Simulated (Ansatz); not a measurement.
A series of calculations on BSiNH₆O

**1. Relaxation**

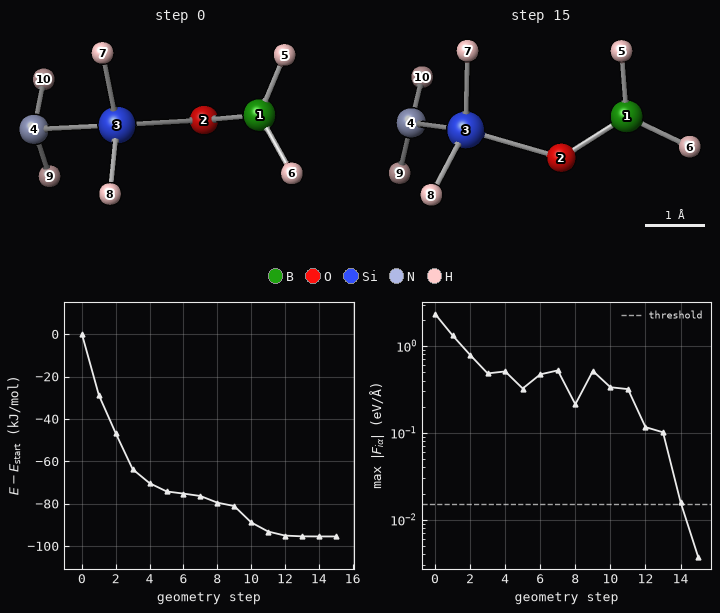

First and last geometry of a relaxation of BSiNH$_{6}$O, with the history of the run. The picture is a ball-and-stick view, seen from a free direction.

The run prepares an end point of a later path (inversion) calculation, from a guessed geometry.

Level of theory: RKS LDA/cc-pVDZ in Ansatz 0.2.0.

The input:
```yaml
crystal:
  periodic: [false, false, false]
  atoms:
    - { symbol: B, position_ang: [-1.6393, 0.9969, 0.0834] }
    - { symbol: O, position_ang: [-1.0379, -0.2632, 0.1897] }
    - { symbol: Si, position_ang: [0.6018, 0.0359, -0.1191] }
    - { symbol: "N", position_ang: [1.6117, -1.4942, 0.0125] }
    - { symbol: H, position_ang: [-1.8309, 1.7143, 1.0101] }
    - { symbol: H, position_ang: [-2.1285, 1.4066, -0.9696] }
    - { symbol: H, position_ang: [1.1921, 0.9815, 0.8952] }
    - { symbol: H, position_ang: [0.8564, 0.6075, -1.4626] }
    - { symbol: H, position_ang: [1.1086, -2.146, -0.6275] }
    - { symbol: H, position_ang: [1.3491, -1.8905, 0.9908] }
basis:
  gaussian: { orbitals: cc-pVDZ }
hamiltonian:
  xc: lda
relax:
  f_tol: 0.015
  max_steps: 40
output:
  orbitals: {}
```

Run as
```bash
ansatz run input.yaml --threads 1 --pin off --max-ram 2048MiB --backend cpu --events-out ev --progress --plain --runs-dir out
```

Q: Read the history and describe the run.

A: It converged. The atom that moves furthest after the best rigid fit is H6 (1.11 Å). By element the largest moves are H 1.11 Å, O 0.96 Å, N 0.33 Å, Si 0.27 Å, B 0.13 Å. Near-neighbour distances that change, for instance: B1–Si3 2.447 → 2.755 Å, Si3–N4 1.838 → 1.720 Å, N4–H10 1.088 → 1.027 Å, B1–O2 1.400 → 1.346 Å. Among the angles between lasting bonds that change: B1–O2–Si3 104.1° → 127.5°, Si3–N4–H9 102.2° → 118.5°, Si3–N4–H10 103.6° → 118.6°. Groups turn about B1–O2 by about 90°, O2–Si3 by about 65°. After 15 geometry steps the energy has fallen by 95.5 kJ/mol. The largest force component goes from 2.3 to 0.0038 eV/Å. The run took 32 s on 1 thread of Arm Neoverse V2, with other jobs on the host, peak memory 0.14 GiB.

**2. Relaxation**

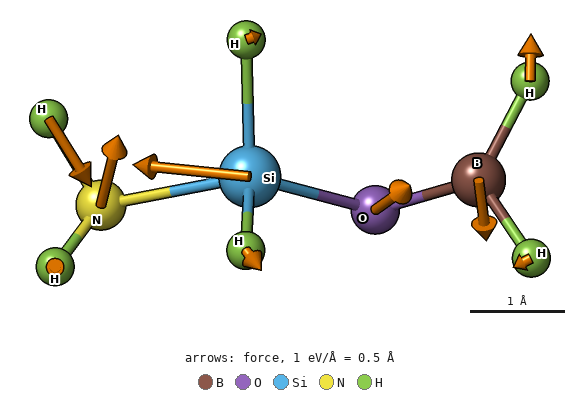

Starting geometry of BSiNH6O with the computed forces as orange arrows. Style: ball-and-stick. Shown from a free direction.

The run prepares an end point of a later path (inversion) calculation, from a guessed geometry.

The calculation used RKS LDA/cc-pVDZ in Ansatz.

Input file:
```yaml
crystal:
  periodic: [false, false, false]
  atoms:
    - { symbol: B, position_ang: [-1.6393, 0.9969, 0.0834] }
    - { symbol: O, position_ang: [-1.0379, -0.2632, 0.1897] }
    - { symbol: Si, position_ang: [0.6018, 0.0359, -0.1191] }
    - { symbol: "N", position_ang: [1.6117, -1.4942, 0.0125] }
    - { symbol: H, position_ang: [-1.8309, 1.7143, 1.0101] }
    - { symbol: H, position_ang: [-2.1285, 1.4066, -0.9696] }
    - { symbol: H, position_ang: [1.1921, 0.9815, 0.8952] }
    - { symbol: H, position_ang: [0.8564, 0.6075, -1.4626] }
    - { symbol: H, position_ang: [2.08442, -1.52679, -0.91649] }
    - { symbol: H, position_ang: [2.42776, -1.20603, 0.67135] }
basis:
  gaussian: { orbitals: cc-pVDZ }
hamiltonian:
  xc: lda
relax:
  f_tol: 0.015
  max_steps: 40
```

Launched with:
```bash
ansatz run input.yaml --threads 1 --pin off --max-ram 2048MiB --backend cpu --events-out ev --progress --plain --runs-dir out
```

> What follows when this structure is relaxed?

It isn't relaxed: the largest force vector, on Si3, is 2.75 eV/Å. The final displacements have little in common with the starting forces (cosine between the two patterns 0.24). Over 20 accepted moves (22 points after the start) the energy falls by 1.127 eV. The largest force component goes from 1.9 to 0.0058 eV/Å. The line search rejected the trial steps at points 6, 21 of the run. The forces were under the threshold at step 19, but the run went on from there. The atom that moves furthest after the best rigid fit is H5 (1.24 Å). By element the largest moves are H 1.24 Å, O 1.02 Å, Si 0.56 Å, N 0.38 Å, B 0.16 Å. Among the contacts that change: B1–Si3 2.447 → 2.755 Å, Si3–N4 1.838 → 1.720 Å, N4–H10 1.088 → 1.027 Å, B1–O2 1.400 → 1.346 Å. Among the angles between lasting bonds that change: B1–O2–Si3 104.1° → 127.5°, Si3–N4–H9 102.2° → 118.7°, Si3–N4–H10 103.6° → 118.6°. Groups turn about B1–O2 by about 90°, O2–Si3 by about 65°. The run took 45 s on 1 thread of Arm Neoverse V2, with other jobs on the host, peak memory 0.26 GiB.

**3. Path**

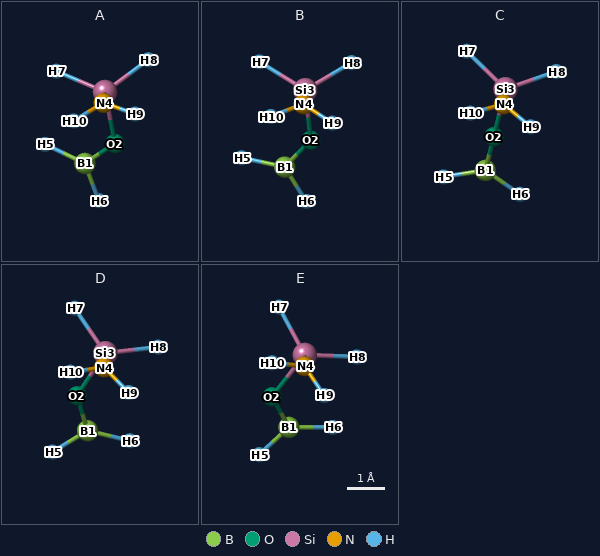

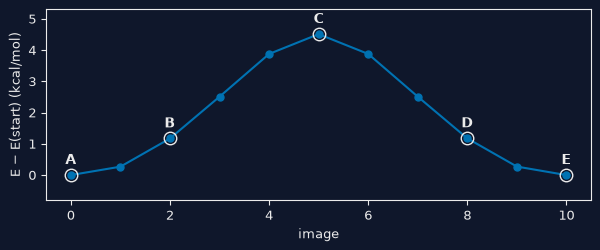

NEB run on BSiNH₆O. Images are numbered from 0 (start) to 10 (end). Frames A to E are images 0, 2, 5, 8, 10. A ball-and-stick model, seen from a free direction.

The calculation used Ansatz 0.2.0, RKS LDA/cc-pVDZ. Run with 9 movable images; climbing image; force threshold 0.05 eV/Å; iteration limit 60; starting path by image-dependent pair potential.

Describe the mechanism and the energy profile.

The barrier is about 4.51 kcal/mol in both directions, with image 5 at the top; the ends have the same energy. The motion is an in-plane inversion: the angle B1–O2–Si3 opens from 128° to 173° on the way and closes on the other side (128° at the end). No bond forms or breaks between the ends. Among the angles between lasting bonds that change up to the highest image: B1–O2–Si3 127.5° → 172.9°, O2–Si3–H8 104.5° → 107.0°. The band converged in 13 iterations. The largest component of the band force went from 0.73 to 0.029 eV/Å. The climbing image converged on the top of the path. Its vibrational analysis gives 2 imaginary modes over 30i cm⁻¹, so it isn't confirmed as a transition state.

Cost: 2.9 min on 1 thread of Arm Neoverse V2, on a shared host, peak memory 0.26 GiB.
